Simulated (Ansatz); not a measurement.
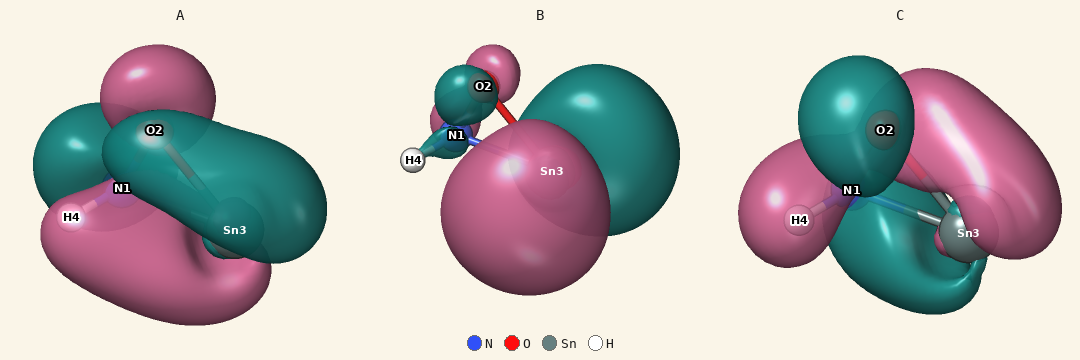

*HNOSn (SMILES [NH]1[O][Sn]1). Three frontier orbitals at ±0.08 Å⁻³ᐟ² (teal and pink are the two phases), in no order.*

Geometry: PBE0-D3(BJ)/def2-SVP; core potentials replace the inner electrons of Sn.

Computed with isolated molecule in a Gaussian basis; Kohn-Sham density functional theory, functional PBE0 (Ansatz 0.2.0).

The calculation's input:

```
crystal:
  periodic: [false, false, false]
  atoms:
    - {symbol: N, position_ang: [-1.113964, 0.547781, -0.041409]}
    - {symbol: O, position_ang: [-0.061835, 0.972831, 0.885723]}
    - {symbol: Sn, position_ang: [0.337954, 1.838500, -0.899013]}
    - {symbol: H, position_ang: [-0.872314, -0.428392, -0.276680]}
basis:
  gaussian:
    orbitals: def2-TZVPD
hamiltonian:
  xc: pbe0
output: {forces: true, orbitals: {seedname: orbitals}}
```

Launched as:

```sh
ansatz run input.yaml --threads 1 --pin off --max-ram 2610MiB --events-out events.jsonl --progress --plain --runs-dir runs
```

Question: Order the three orbitals by energy and name them.

Answer: C is the HOMO−1 (−7.20 eV). Its weight (Hirshfeld) is mainly on O2 (about 45 %), N1 (about 30 %), Sn3 (about 20 %) and H4 (about 5 %). A is the HOMO (−6.03 eV). By Hirshfeld shares it lies mainly on N1 (about 45 %), O2 (about 30 %) and Sn3 (about 20 %); π-antibonding (π*) across N1–O2. B is the LUMO (−2.80 eV). It lies mainly on Sn3 (about 90 %).

Question: What is the HOMO–LUMO gap?

Answer: 3.23 eV between the orbital energies.
